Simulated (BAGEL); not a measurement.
**B3LYP/6-31G(d) (density fitting with qzvpp-jkfit, spherical functions) run of CH3BFN (SMILES BN=CF)**

Aim: the energy change on altering one bond length of CH3BFN at B3LYP/6-31G* (density fitting with qzvpp-jkfit, spherical functions), from 2 runs. 

Program for the calculation: BAGEL 1.2.2.

2 further runs of the same task are left out: 2 set aside as unsound or not needed. Runs told in other sessions of the task aren't counted.

### 1 The structure to begin with

The species is CH3BFN (7 atoms), meant as a singlet with charge 0. SMILES: `BN=CF`. The shape is that of a PBE0-D4/def2-TZVP optimisation.

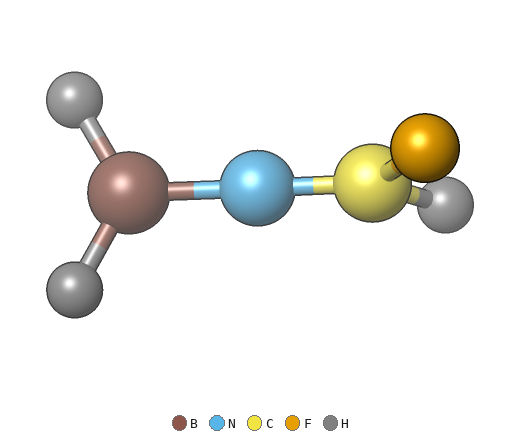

The structure, seen from a chosen angle (boron brown, nitrogen blue, carbon yellow, fluorine amber, hydrogen grey).

### 2 A single-point energy at B3LYP/6-31G(d) (density fitting with qzvpp-jkfit, spherical functions)

Contents of input.json:

```json
{ "bagel": [

{
  "title": "molecule",
  "basis": "6-31gs.json",
  "df_basis": "qzvpp-jkfit",
  "angstrom": true,
  "geometry": [
    { "atom": "B", "xyz": [   -0.480500,    1.089800,    0.570900 ] },
    { "atom": "N", "xyz": [    0.018600,   -0.008400,   -0.066500 ] },
    { "atom": "C", "xyz": [    0.466800,   -1.006900,   -0.611700 ] },
    { "atom": "F", "xyz": [    0.739900,   -2.132000,    0.060700 ] },
    { "atom": "H", "xyz": [    0.284400,    1.897100,    1.009900 ] },
    { "atom": "H", "xyz": [   -1.666300,    1.214200,    0.659800 ] },
    { "atom": "H", "xyz": [    0.698200,   -1.122000,   -1.669000 ] }
  ]
},
{ "title": "ks", "xc_func": "b3lyp" },
{ "title": "print", "file": "orbitals.molden", "orbitals": true }

]}
```

The basis set 6-31G* is read from a file made from the Basis Set Exchange's data (not shown).

On the command line:

```console
$ BAGEL_NUM_THREADS=1 BAGEL input.json > input.out
```

Log:

```text
* using 1 threads per process

  ===============================================================
  ===============================================================

  *** Geometry ***

  { "atom" : "B", "xyz" : [     -0.908013,      2.059424,      1.078845 ] },
  { "atom" : "N", "xyz" : [      0.035149,     -0.015874,     -0.125667 ] },
  { "atom" : "C", "xyz" : [      0.882124,     -1.902765,     -1.155945 ] },
  { "atom" : "F", "xyz" : [      1.398208,     -4.028896,      0.114706 ] },
  { "atom" : "H", "xyz" : [      0.537438,      3.584999,      1.908434 ] },
  { "atom" : "H", "xyz" : [     -3.148851,      2.294505,      1.246841 ] },
  { "atom" : "H", "xyz" : [      1.319407,     -2.120273,     -3.153953 ] },

  Number of auxiliary basis functions:      358

  Since a DF basis is specified, we compute 2- and 3-index integrals:
    o Being stored without compression. Storage requirement is 0.011 GB

  Number of basis functions:       62
  Number of electrons      :       30

    * METHOD: MOLECULE                             0.11

  *** Kohn-Sham DFT ***

    * Removing 11408 points whose weight is below 1.00e-10
    * Grid points: 92934

  === Nuclear Repulsion ===
   101.2770138266

       - DIIS with orbital gradients will be used.

  === KS iteration (b3lyp / 6-31gs.json) ===
      0       -191.72665748          0.15604731           0.22
      1       -151.68581078          0.17864870           0.21
      2       -149.03137104          0.22766194           0.21
      3       -206.21934612          0.13625190           0.20
      4       -211.94661873          0.10603507           0.20
      5       -217.27774422          0.07348296           0.21
      6       -217.76570929          0.06598960           0.20
      7       -208.82852572          0.16925490           0.20
      8       -218.86473177          0.04553318           0.21
      9       -219.27212679          0.01787395           0.21
     10       -219.33606181          0.00860582           0.21
     11       -219.34932656          0.00375541           0.20
     12       -219.35232468          0.00041347           0.20
     13       -219.35237044          0.00005585           0.20
     14       -219.35237157          0.00002338           0.20
     15       -219.35237172          0.00000482           0.21
     16       -219.35237172          0.00000285           0.21
     17       -219.35237172          0.00000047           0.21
     18       -219.35237172          0.00000057           0.21
     19       -219.35237172          0.00000005           0.20
     20       -219.35237172          0.00000002           0.21
     21       -219.35237172          0.00000000           0.21
    * SCF iteration converged.

    * Permanent dipole moment:
           (   -0.161665,     0.162661,     0.580411) a.u.

    * METHOD: KS                                   4.96

    * METHOD: PRINT                                0.01

  ===============================================================
```

Wall time 5.4 s (1 thread of Arm Neoverse V1, shared host); peak memory 0.28 GiB.

### 3 The distorted shape

Contents of input.json:

```json
{ "bagel": [

{
  "title": "molecule",
  "basis": "6-31gs.json",
  "df_basis": "qzvpp-jkfit",
  "angstrom": "true",
  "geometry": [
    { "atom": "B", "xyz": [      -1.018355,       2.288033,       1.225158 ] },
    { "atom": "N", "xyz": [      -0.519255,       1.189833,       0.587758 ] },
    { "atom": "C", "xyz": [       0.466800,      -1.006900,      -0.611700 ] },
    { "atom": "F", "xyz": [       0.739900,      -2.132000,       0.060700 ] },
    { "atom": "H", "xyz": [      -0.253455,       3.095333,       1.664158 ] },
    { "atom": "H", "xyz": [      -2.204155,       2.412433,       1.314058 ] },
    { "atom": "H", "xyz": [       0.698200,      -1.122000,      -1.669000 ] }
  ]
},

{ "title": "ks", "xc_func": "b3lyp", "charge": 0 },

{ "title": "print", "file": "orbitals.molden", "orbitals": "true" }

]}
```

The basis set 6-31G* is read from a file made from the Basis Set Exchange's data (not shown).

On the command line:

```console
$ BAGEL_NUM_THREADS=1 BAGEL input.json > input.out
```

Log:

```text
* using 1 threads per process

  ===============================================================
  ===============================================================

  *** Geometry ***

  { "atom" : "B", "xyz" : [     -1.924412,      4.323756,      2.315213 ] },
  { "atom" : "N", "xyz" : [     -0.981250,      2.248459,      1.110702 ] },
  { "atom" : "C", "xyz" : [      0.882124,     -1.902765,     -1.155945 ] },
  { "atom" : "F", "xyz" : [      1.398208,     -4.028896,      0.114706 ] },
  { "atom" : "H", "xyz" : [     -0.478961,      5.849332,      3.144803 ] },
  { "atom" : "H", "xyz" : [     -4.165249,      4.558838,      2.483210 ] },
  { "atom" : "H", "xyz" : [      1.319407,     -2.120273,     -3.153953 ] },

  Number of auxiliary basis functions:      358

  Since a DF basis is specified, we compute 2- and 3-index integrals:
    o Being stored without compression. Storage requirement is 0.011 GB

  Number of basis functions:       62
  Number of electrons      :       30

    * METHOD: MOLECULE                             0.11

  *** Kohn-Sham DFT ***

    * Removing 9771 points whose weight is below 1.00e-10
    * Grid points: 94571

  === Nuclear Repulsion ===
    79.4452519064

       - DIIS with orbital gradients will be used.

  === KS iteration (b3lyp / 6-31gs.json) ===
      0       -195.42793684          0.14377368           0.22
      1       -154.19809348          0.16457716           0.21
      2       -121.63547844          0.18143853           0.22
      3       -205.17851127          0.13912729           0.21
      4       -215.36014144          0.08233687           0.22
      5       -218.53634073          0.04108398           0.21
      6       -218.81349630          0.03342393           0.22
      7       -219.04911020          0.00512465           0.22
      8       -219.05534108          0.00169206           0.22
      9       -219.05645066          0.00024475           0.22
     10       -219.05647368          0.00009177           0.22
     11       -219.05647629          0.00000911           0.22
     12       -219.05647631          0.00000387           0.22
     13       -219.05647632          0.00000283           0.21
     14       -219.05647632          0.00000060           0.21
     15       -219.05647632          0.00000067           0.22
     16       -219.05647632          0.00000020           0.21
     17       -219.05647632          0.00000013           0.21
     18       -219.05647632          0.00000009           0.22
     19       -219.05647632          0.00000003           0.22
     20       -219.05647632          0.00000002           0.21
     21       -219.05647632          0.00000001           0.21
     22       -219.05647632          0.00000001           0.21
    * SCF iteration converged.

    * Permanent dipole moment:
           (    0.017133,    -0.158875,     0.211793) a.u.

    * METHOD: KS                                   5.37

    * METHOD: PRINT                                0.01

  ===============================================================
```

Wall time 5.7 s (1 thread of Arm Neoverse V1, shared host); peak memory 0.28 GiB.

### 4 Summary of results

At B3LYP/6-31G* (density fitting with qzvpp-jkfit, spherical functions):

| quantity | value |
| --- | --- |
| first shape: total energy | -219.35237 Eh |
| first shape: dipole moment | 1.59 D |
| first shape: HOMO energy | -8.13 eV |
| first shape: LUMO energy | -0.37 eV |
| first shape: HOMO–LUMO gap | 7.76 eV |
| distorted shape: total energy | -219.05648 Eh |
| distorted shape: dipole moment | 0.67 D |
| distorted shape: HOMO energy | -5.44 eV |
| distorted shape: LUMO energy | -4.24 eV |
| distorted shape: HOMO–LUMO gap | 1.21 eV |
| energy change with the N2–C3 bond stretched from 1.223 to 2.690 Å | 8.052 eV |

What this shows: With the N2–C3 bond stretched from 1.223 to 2.690 Å the energy rises by 8.05 eV (186 kcal/mol). The first shape isn't relaxed at this level, so the change isn't measured from a minimum. A restricted reference can't describe the breaking bond well at this length.
